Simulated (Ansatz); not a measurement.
**CH3AlO (SMILES [CH3][Al]=[O]): PBE0/aug-cc-pVDZ**

Aim: the vertical electron affinity of CH3AlO at PBE0/aug-cc-pVDZ, from 2 runs. 

The results are computed with Ansatz 0.2.0.

61 further runs of the same task are left out: 8 that didn't finish, 53 set aside as unsound or not needed. Runs told in other sessions of the task aren't counted.

### 1 The molecule

The species is CH3AlO (6 atoms), meant as a singlet with charge 0. SMILES: `[CH3][Al]=[O]`. Geometry: relaxed at PBE0-D4/def2-TZVP.

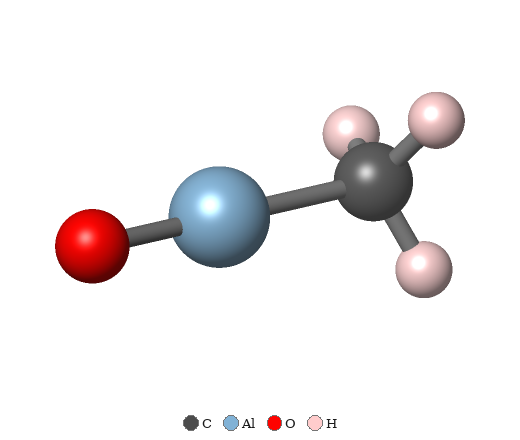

Viewed from a chosen angle; carbon dark grey, aluminium light blue, oxygen red, hydrogen pink.

### 2 The energy at PBE0/aug-cc-pVDZ

Contents of job.yaml:

```yaml
crystal:
  periodic: [false, false, false]
  atoms:
    - symbol: C
      position_ang: [-0.412500, 0.498200, -0.315400]
    - symbol: Al
      position_ang: [0.696700, -0.841400, 0.532500]
    - symbol: O
      position_ang: [1.611700, -1.946300, 1.232100]
    - symbol: H
      position_ang: [0.065200, 1.479100, -0.263900]
    - symbol: H
      position_ang: [-1.383600, 0.560900, 0.180800]
    - symbol: H
      position_ang: [-0.577400, 0.249400, -1.366100]
basis:
  gaussian: {orbitals: aug-cc-pVDZ}
hamiltonian: {xc: {name: PBE0}}
accuracy: high
output: {orbitals: {seedname: orbitals}}
```

On the command line:

```
$ ansatz run job.yaml --threads 1 --pin off --max-ram 3480MiB --events-out events.jsonl --progress --plain --runs-dir runs
```

The log of the run:

```text
Warning: RAYON_NUM_THREADS=1 ignored (pool sized by the plan → 1); use --threads N
Functional definition: PBE0
  name "PBE0"
  parameter a = 0.25
  parameter kappa = 0.804
  parameter beta = 0.06672455060314922
  exchange = (1 - a)*pbe_x(kappa = kappa, mu = beta*pi^2/3) + a*exact_x
  correlation = pbe_c(beta = beta)
1876 factors; integrals over basis functions are off by at most 3.5e-9 eV
mean field evaluation 1: about -9707.4574 eV, gradient 8.5e1 eV
mean field evaluation 2: about -9569.4702 eV, gradient 1.9e2 eV
mean field evaluation 4: about -9722.4112 eV, gradient 1.6e1 eV
mean field evaluation 8: about -9723.2051 eV, gradient 2.8e-1 eV
mean field evaluation 16: about -9723.2052 eV, gradient 8.1e-6 eV
mean field -9723.20522512 eV, -357.3212013981 hartree, gradient 2.3e-8 eV, S^2 0.000000; 0 other end points of the search recorded, 0 dependent functions left out
reference -9723.20522941 eV, -357.3212015557 hartree; 15, 15 occupied and 85, 85 virtual orbitals, 1876 factors
Total energy: -9723.20522941 eV, -357.3212015557 hartree
```

It took 9.3 s on 1 thread of Intel Xeon Platinum 8259CL at 2.50GHz (Skylake/Cascade Lake), shared host; peak memory 0.29 GiB.

### 3 The doublet anion

Contents of molecule.yaml:

```yaml
crystal:
  periodic: [false, false, false]
  atoms:
    - {symbol: C, position_ang: [-0.412500, 0.498200, -0.315400]}
    - {symbol: Al, position_ang: [0.696700, -0.841400, 0.532500]}
    - {symbol: O, position_ang: [1.611700, -1.946300, 1.232100]}
    - {symbol: H, position_ang: [0.065200, 1.479100, -0.263900]}
    - {symbol: H, position_ang: [-1.383600, 0.560900, 0.180800]}
    - {symbol: H, position_ang: [-0.577400, 0.249400, -1.366100]}
basis:
  gaussian: {orbitals: aug-cc-pVDZ}
total_charge: -1
magnetization: {spin_polarized: true, initial_magnetization: 1}
hamiltonian: {xc: pbe0}
accuracy: high
output: {orbitals: {seedname: orbitals}}
```

On the command line:

```
$ ansatz run molecule.yaml --threads 1 --pin off --max-ram 3480MiB --events-out events.jsonl --progress --plain --runs-dir runs
```

The log of the run:

```text
Warning: RAYON_NUM_THREADS=1 ignored (pool sized by the plan → 1); use --threads N
[... 7 set-up lines as earlier in the session ...]
1877 factors; integrals over basis functions are off by at most 3.5e-9 eV
mean field evaluation 1: about -9717.7716 eV, gradient 3.4e1 eV
mean field evaluation 2: about -9673.2713 eV, gradient 1.0e2 eV
mean field evaluation 4: about -9723.3327 eV, gradient 4.9e0 eV
mean field evaluation 8: about -9723.5092 eV, gradient 7.1e-1 eV
mean field evaluation 16: about -9723.5148 eV, gradient 2.2e-3 eV
mean field evaluation 32: about -9723.5148 eV, gradient 9.3e-7 eV
mean field -9723.51477363 eV, -357.3325770959 hartree, gradient 2.8e-8 eV, S^2 0.754658; 5 other end points of the search recorded, 0 dependent functions left out
reference -9723.51477779 eV, -357.3325772487 hartree; 16, 15 occupied and 84, 85 virtual orbitals, 1877 factors
Total energy: -9723.51477779 eV, -357.3325772487 hartree
```

Run time: 29 s. Hardware: 1 thread of Intel Xeon Platinum 8259CL at 2.50GHz (Skylake/Cascade Lake), shared host; peak memory 0.48 GiB.

### 4 Summary of results

Level: PBE0/aug-cc-pVDZ.

```
                                         quantity          value
                     singlet CH3AlO: total energy  -357.32120 Eh
                      singlet CH3AlO: HOMO energy       -7.30 eV
                      singlet CH3AlO: LUMO energy       -1.62 eV
                    singlet CH3AlO: HOMO–LUMO gap        5.68 eV
                      doublet anion: total energy  -357.33258 Eh
doublet anion: HOMO energy (highest over α and β)        0.90 eV
 doublet anion: LUMO energy (lowest over α and β)        2.32 eV
                              doublet anion: ⟨S²⟩          0.755
vertical electron affinity (to the doublet anion)       0.310 eV
```

What this shows: At fixed nuclei the extra electron is bound by 0.31 eV (29.9 kJ/mol). The HOMO (doublet anion) lies at positive energy, 0.90 eV, from the functional's self-interaction, a short basis or an electron that isn't bound; only total energies against the neutral tell.
